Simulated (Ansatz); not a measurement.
Ligand exchange: C4H10O + C2H3FSn → C3H7FO + C3H6Sn

Species: C4H10O (1-methoxypropane) `CCCOC`, singlet; C2H3FSn `C#[C][SnH2][F]`, singlet; C3H7FO `COCCF`, singlet; C3H6Sn `C#[C][SnH2][CH3]`, singlet. The partners trade CH3 for F: C–CH3 and Sn–F bonds give way to C–F and Sn–CH3.

Shapes, held fixed at every level: PBE0-D4/def2-TZVP. Flexible molecules stand in one conformer, not always the lowest. Programs: Ansatz 0.2.0. Electronic energies: no zero-point or thermal term.

```tsv
level	kind	ΔE (kJ/mol)	less CCSD(T)/def2-TZVPP	CPU time (sum over the molecules)
HF/def2-TZVPP	Hartree–Fock	+113.2	+7.3	–
PBE-D4/def2-TZVPP	GGA	+106.8	+0.9	35 s
B3LYP-D4/def2-TZVPP	global hybrid	+109.5	+3.6	61 s
wB97M-V/def2-TZVPP	range-separated hybrid	+108.8	+2.9	2.4 min
B2PLYP/def2-TZVPP	double hybrid	+111.9	+6.0	81 s
MP2/def2-TZVPP	perturbation theory	+111.4	+5.5	–
CCSD(T)/def2-TZVPP	coupled cluster or CI	+105.9	0.0	58 min
```

The highest level, CCSD(T)/def2-TZVPP, gives ΔE = +105.9 kJ/mol; the levels span +105.9 to +113.2. The column of differences is taken from that level and isn't an error. No measured value is set beside it here. For atoms past krypton def2 sets carry core potentials with scalar relativity. Outer-core shells of Sn are correlated, in sets that cover them unevenly. Times are processor times on shared x86 and Arm servers, and rough.

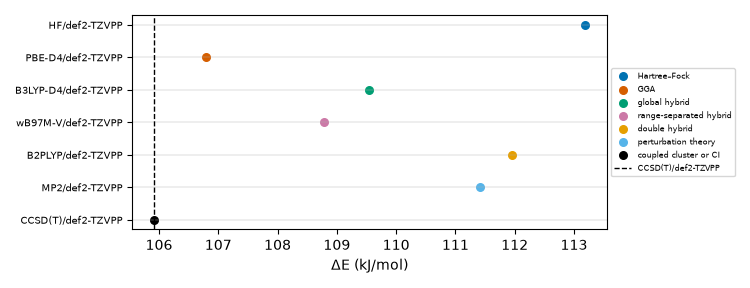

The values of the table, level by level.
